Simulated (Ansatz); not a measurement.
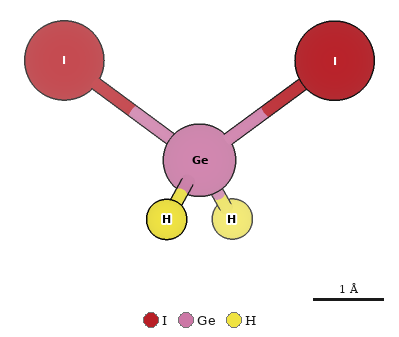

Starting structure of GeH₂I₂. The picture is a ball-and-stick view, seen at a tilt.

The start comes from PBE-D4/def2-SVP.

The calculation used RKS PBE0-D4/def2-TZVP (Ansatz 0.2.0).

Input file:
```yaml
crystal:
  periodic: [false, false, false]
  atoms:
    - {symbol: I, position_ang: [-2.250136, 0.565331, 0.590537]}
    - {symbol: Ge, position_ang: [0.066658, -0.046503, -0.233509]}
    - {symbol: I, position_ang: [1.690199, -0.269736, 1.699167]}
    - {symbol: H, position_ang: [0.566732, 1.095000, -1.151615]}
    - {symbol: H, position_ang: [-0.023454, -1.417792, -0.945880]}
basis:
  gaussian: {orbitals: def2-TZVP}
hamiltonian: {xc: pbe0, dispersion: d4}
relax: {f_tol: 0.005, max_steps: 150}
```

Launched with:
```bash
ansatz run in.yaml --threads 4 --pin off --events-out ev --progress --plain --max-ram 10444MiB
```

What does the optimiser find from here?

Answer. The largest moves after the best rigid fit, 0.033 Å, are those of I1 and I3. By element the largest moves are I 0.033 Å, H 0.016 Å, Ge 0.001 Å. Among the contacts that change: Ge2–I3 2.534 → 2.504 Å, Ge2–H4 1.548 → 1.531 Å. The energy falls by 1.51 kJ/mol in 3 geometry steps. The largest force component goes from 0.33 to 0.004 eV/Å.

The structure at the end:

```xyz
5

I    -2.2181    0.5579    0.5921
Ge    0.0670   -0.0467   -0.2349
I     1.6616   -0.2643    1.6837
H     0.5618    1.0828   -1.1429
H    -0.0223   -1.4035   -0.9393
```
